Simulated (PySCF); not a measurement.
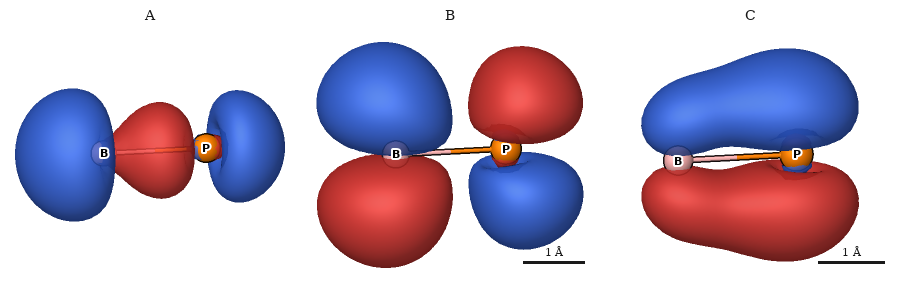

*BP (charge +1, quartet). Three frontier α-spin orbitals, each drawn at the value that holds 80 % of its norm (red and blue are the two phases), in no order; of a degenerate pair one member is drawn.*

All numbers below come from PBE0/jorge-DZP-DKH, spin-free X2C-1e, Gaussian nucleus, at a bond length of 1.870 Å in PySCF 2.14.0.

### Name the orbitals and rank them from lowest to highest energy.

Orbital C: π, occupied in this spin, −15.62 eV; mainly on P (75 %).
Orbital A: σ, occupied in this spin, −15.30 eV; shared between the atoms (B 65 %, P 35 %).
Orbital B: π, empty in this spin, −9.43 eV; antibonding, with a node between the atoms.
